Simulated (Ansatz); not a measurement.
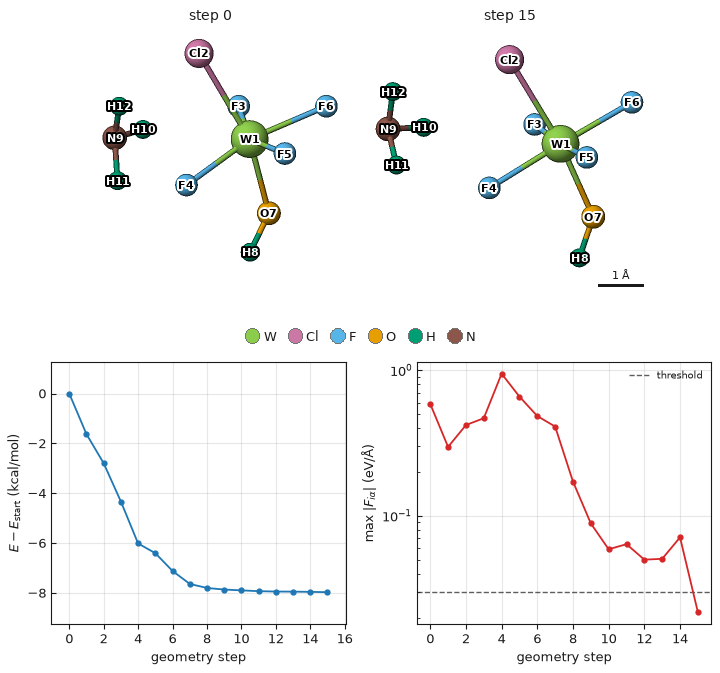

First and last geometry of a relaxation of WNH4OClF4, with the history of the run. The picture is a ball-and-stick view, seen at a tilt.

The run prepares an end point of a later path (reaction) calculation, from a guessed geometry.

Theory: RKS PBE/def2-SVP in Ansatz 0.2.0.

Input
```yaml
crystal:
  periodic: [false, false, false]
  atoms:
    - { symbol: W, position_ang: [-0.053091, -0.161759, 0.068987] }
    - { symbol: Cl, position_ang: [-0.340685, -0.063882, 2.418704] }
    - { symbol: F, position_ang: [1.743868, -0.629746, 0.391624] }
    - { symbol: F, position_ang: [-0.537893, 1.675842, 0.055734] }
    - { symbol: F, position_ang: [-1.902992, -0.368867, -0.177673] }
    - { symbol: F, position_ang: [-0.188516, -2.013424, -0.183987] }
    - { symbol: O, position_ang: [0.400307, 0.199597, -1.721693] }
    - { symbol: H, position_ang: [0.231139, 1.029298, -2.21234] }
    - { symbol: "N", position_ang: [2.043344, 2.107756, 1.199025] }
    - { symbol: H, position_ang: [2.644941, 1.352997, 0.871098] }
    - { symbol: H, position_ang: [1.575995, 2.610667, 0.446161] }
    - { symbol: H, position_ang: [1.374783, 1.787121, 1.92496] }
basis:
  gaussian: { orbitals: def2-SVP }
hamiltonian:
  xc: pbe
relax:
  f_tol: 0.03
  max_steps: 50
```

Run as
```bash
ansatz run input.yaml --threads 4 --pin off --max-ram 5120MiB --backend cpu --events-out ev --progress --plain --runs-dir out
```

### Read the history and describe the run.

It converged. The energy falls by 7.97 kcal/mol in 15 geometry steps. Largest force component: 0.59 eV/Å at the start, 0.022 eV/Å at the end. The atom that moves furthest after the best rigid fit is H12 (0.73 Å). By element the largest moves are H 0.73 Å, O 0.65 Å, N 0.63 Å, F 0.42 Å, W 0.31 Å, Cl 0.29 Å. Among the contacts that change: W1–N9 3.290 → 4.183 Å, W1–Cl2 2.369 → 2.317 Å, W1–F4 1.901 → 1.888 Å, N9–H10 1.019 → 1.029 Å. Among the angles between lasting bonds that change: F3–W1–F4 119.0° → 90.8°, F4–W1–F6 159.4° → 178.2°, F3–W1–F5 159.1° → 176.0°. Cost: 50 s on 4 threads of Intel(R) Xeon(R) Platinum 8175M CPU @ 2.50GHz (Skylake/Cascade Lake) (shared host), peak memory 0.26 GiB.

```
step  E − E(0), kcal/mol  largest force component, eV/Å
   0                0.00                         0.5872
   1               -1.63                         0.2974
   2               -2.80                         0.4201
   3               -4.33                         0.4683
   4               -6.02                         0.9474
   5               -6.41                         0.6591
   6               -7.12                         0.4845
   7               -7.64                         0.4104
   8               -7.80                         0.1719
   9               -7.86                         0.0886
  10               -7.90                         0.0589
  11               -7.93                         0.0638
  12               -7.94                         0.0500
  13               -7.95                         0.0506
  14               -7.96                         0.0711
  15               -7.97                         0.0218
```

Limits of the set-up: the start holds two separate molecules, 2.2 Å apart at their closest, whose relative position is a soft coordinate and is computed without a dispersion correction.
